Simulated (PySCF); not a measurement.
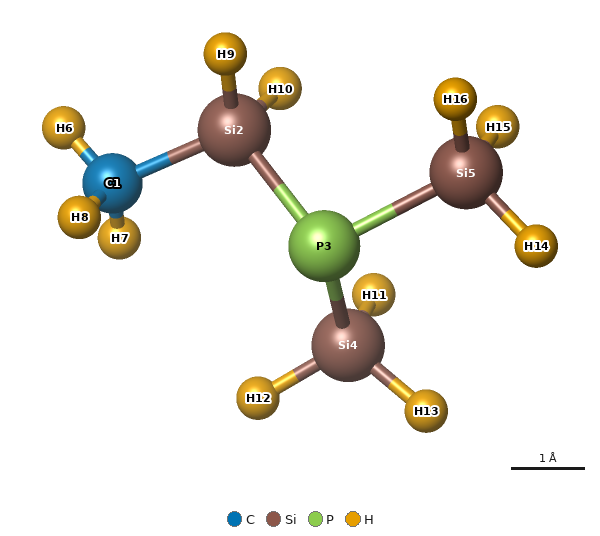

**Figure 1.** The structure (ball-and-stick view, seen at a tilt; atoms are numbered from 1 in the order of the input). Bond lengths as drawn: C–H 1.09 Å, C–Si 1.90 Å, H–Si 1.46 to 1.47 Å and P–Si 2.22 to 2.23 Å.

**What a change does: NMR shielding calculation on CH11PSi3**

System: CH11PSi3, SMILES C[SiH2]P([SiH3])[SiH3].
Method of run A: GIAO PBE0/pcSseg-1 NMR shielding, non-relativistic, gas phase (PySCF 2.14.0).

The geometry comes from this level: GFN2-xTB. Text and figures count atoms from 1; the logs count them from 0 in places.

### Input, run A
```
{"job": {"kind": "nmr", "xc": "PBE0", "basis": "pcSseg-1"}, "charge": 0, "multiplicity": 1}
C     -2.540343    -0.745673     0.398005
Si    -1.289227     0.605127    -0.057938
P      0.554002     0.295793     1.163397
Si     1.337947    -1.618089     0.348504
Si     1.927684     1.792632     0.266316
H     -3.490734    -0.578406    -0.099015
H     -2.180379    -1.730096     0.111006
H     -2.719802    -0.760159     1.469464
H     -1.788300     1.940818     0.282403
H     -1.010487     0.563642    -1.502412
H      1.307520    -1.674240    -1.116539
H      0.494442    -2.684542     0.886219
H      2.715872    -1.759874     0.812303
H      3.251154     1.547788     0.835231
H      2.000180     1.707217    -1.194813
H      1.422872     3.107007     0.653940
```

The first line tells a small driver script what to run in PySCF; the rest is the geometry in Å.

Launched with:
```bash
OMP_NUM_THREADS=1 python <driver script> task.json out
```

Hardware: 1 CPU thread, shared host.

### Output (run A)
```
coarse grid: 14408 points
cycle   1  E = -1253.9126771743  dE = -4.505e-02  |g| = 3.335e-01  |ddm| = 3.492e+00
cycle   2  E = -1253.9070002837  dE =  5.677e-03  |g| = 3.573e-01  |ddm| = 6.725e-01
cycle   3  E = -1253.9412929231  dE = -3.429e-02  |g| = 3.116e-02  |ddm| = 3.755e-01
cycle   4  E = -1253.9415394656  dE = -2.465e-04  |g| = 9.481e-03  |ddm| = 5.052e-02
cycle   5  E = -1253.9415639064  dE = -2.444e-05  |g| = 3.022e-03  |ddm| = 1.813e-02
cycle   6  E = -1253.9415668156  dE = -2.909e-06  |g| = 5.407e-04  |ddm| = 5.478e-03
final grid: 118008 points
cycle   7  E = -1253.9683428919  dE = -1.778e-05  |g| = 5.110e-03  |ddm| = 2.085e-02
cycle   8  E = -1253.9683402733  dE =  2.619e-06  |g| = 5.869e-03  |ddm| = 9.439e-03
cycle   9  E = -1253.9683491732  dE = -8.900e-06  |g| = 3.633e-04  |ddm| = 5.419e-03
cycle  10  E = -1253.9683492047  dE = -3.151e-08  |g| = 8.384e-05  |ddm| = 5.857e-04
cycle  11  E = -1253.9683492069  dE = -2.213e-09  |g| = 2.524e-05  |ddm| = 1.693e-04
cycle  12  E = -1253.9683492071  dE = -1.914e-10  |g| = 3.531e-06  |ddm| = 4.029e-05
converged SCF energy = -1253.9683492071

GIAO shielding tensors (ppm)
atom      isotropic    diamagn.    paramagn.     s11        s22        s33       span
  0 C      192.546     253.878     -61.332    185.004    194.684    197.950     12.946
  1 Si     391.611     881.777    -490.166    351.543    388.369    434.921     83.378
  2 P      683.255     972.427    -289.172    630.007    693.307    726.450     96.443
  3 Si     428.408     881.276    -452.868    387.393    428.383    469.447     82.054
  4 Si     429.533     880.731    -451.198    392.301    425.377    470.922     78.621
  5 H       31.328      28.880       2.449     26.233     27.644     40.107     13.874
  6 H       31.315      32.205      -0.890     25.847     30.744     37.353     11.506
  7 H       31.405      30.592       0.813     26.508     29.321     38.385     11.877
  8 H       27.269      30.836      -3.567     22.987     25.733     33.086     10.099
  9 H       27.309      30.971      -3.662     23.373     26.214     32.341      8.968
 10 H       27.690      30.247      -2.557     24.120     25.621     33.329      9.209
 11 H       27.571      30.502      -2.932     23.446     25.757     33.509     10.063
 12 H       27.625      30.082      -2.457     23.743     25.188     33.944     10.202
 13 H       27.624      29.643      -2.019     23.667     25.180     34.025     10.358
 14 H       27.723      29.637      -1.914     23.788     25.919     33.463      9.675
 15 H       27.615      29.720      -2.105     23.676     25.195     33.973     10.296
```

The input of run B differs as follows (lines with − go, lines with + come):
```diff
-"xc": "PBE0"
-"basis": "pcSseg-1"
+"xc": "KT2"
+"basis": "6-311+G(2d,p)"
+"pop": true
```

How does run B compare with run A?

The total energies belong to different models, so their difference says nothing on which is more stable or more accurate. The HOMO goes from −7.01 to −6.02 eV. The LUMO goes from 0.00 to −1.11 eV. The dipole moment goes from 1.07 to 0.84 D. Of all shieldings, the largest change is that of P3, by −22.7 ppm. The functional changes from PBE0 to KT2. The SCF takes 14 iterations against 12. The basis functions go from 168 to 233.

### Output (run B)
```
coarse grid: 14408 points
cycle   1  E = -1265.7630808492  dE = -3.287e-02  |g| = 4.465e-01  |ddm| = 3.136e+00
cycle   2  E = -1265.7082135957  dE =  5.487e-02  |g| = 6.138e-01  |ddm| = 9.720e-01
cycle   3  E = -1265.8152551869  dE = -1.070e-01  |g| = 8.263e-02  |ddm| = 6.318e-01
cycle   4  E = -1265.8172890028  dE = -2.034e-03  |g| = 3.219e-02  |ddm| = 1.675e-01
cycle   5  E = -1265.8176704980  dE = -3.815e-04  |g| = 6.883e-03  |ddm| = 5.833e-02
cycle   6  E = -1265.8176846314  dE = -1.413e-05  |g| = 1.441e-03  |ddm| = 9.263e-03
cycle   7  E = -1265.8176851194  dE = -4.880e-07  |g| = 6.638e-04  |ddm| = 2.888e-03
final grid: 118008 points
cycle   8  E = -1265.8324167472  dE = -1.744e-04  |g| = 2.103e-02  |ddm| = 4.582e-02
cycle   9  E = -1265.8323687972  dE =  4.795e-05  |g| = 1.983e-02  |ddm| = 2.388e-02
cycle  10  E = -1265.8324446790  dE = -7.588e-05  |g| = 6.846e-03  |ddm| = 2.112e-02
cycle  11  E = -1265.8324582090  dE = -1.353e-05  |g| = 7.434e-04  |ddm| = 6.686e-03
cycle  12  E = -1265.8324583688  dE = -1.598e-07  |g| = 2.400e-04  |ddm| = 1.186e-03
cycle  13  E = -1265.8324583881  dE = -1.927e-08  |g| = 5.074e-05  |ddm| = 4.047e-04
cycle  14  E = -1265.8324583890  dE = -8.959e-10  |g| = 7.075e-06  |ddm| = 9.419e-05
converged SCF energy = -1265.8324583890

GIAO shielding tensors (ppm)
atom      isotropic    diamagn.    paramagn.     s11        s22        s33       span
  0 C      195.389     250.878     -55.489    187.987    197.369    200.811     12.824
  1 Si     395.296     888.379    -493.082    354.073    392.854    438.962     84.888
  2 P      660.579     977.385    -316.807    614.058    667.448    700.231     86.173
  3 Si     434.136     888.724    -454.589    394.157    431.210    477.040     82.883
  4 Si     435.016     887.995    -452.980    400.059    426.420    478.568     78.508
  5 H       31.552      30.068       1.484     26.962     28.168     39.525     12.563
  6 H       31.529      32.224      -0.695     26.583     31.115     36.889     10.306
  7 H       31.732      30.859       0.873     27.392     29.911     37.892     10.501
  8 H       27.051      31.298      -4.247     23.188     25.648     32.317      9.129
  9 H       26.979      32.431      -5.452     23.352     25.813     31.771      8.419
 10 H       27.432      32.004      -4.573     24.183     25.154     32.959      8.776
 11 H       27.431      31.556      -4.125     23.647     25.742     32.904      9.257
 12 H       27.465      30.627      -3.162     23.949     25.169     33.277      9.328
 13 H       27.458      30.092      -2.634     23.873     25.129     33.372      9.499
 14 H       27.430      31.439      -4.009     23.873     25.374     33.042      9.168
 15 H       27.459      30.533      -3.074     23.880     25.176     33.321      9.441
```

### The two runs side by side

```csv
quantity,run A,run B
outcome,converged,converged
total energy (hartree),−1253.968349,−1265.832458
HOMO (eV),−7.01,−6.02
LUMO (eV),0.00,−1.11
dipole moment (D),1.07,0.84
shielding of C1 (ppm),192.5,195.4
shielding of Si2 (ppm),391.6,395.3
shielding of P3 (ppm),683.3,660.6
shielding of Si4 (ppm),428.4,434.1
shielding of Si5 (ppm),429.5,435.0
shielding of H8 (ppm),31.4,31.7
shielding of H10 (ppm),27.3,27.0
SCF iterations,12,14
basis functions,168,233
wall time (shared host),43 s,84 s
```
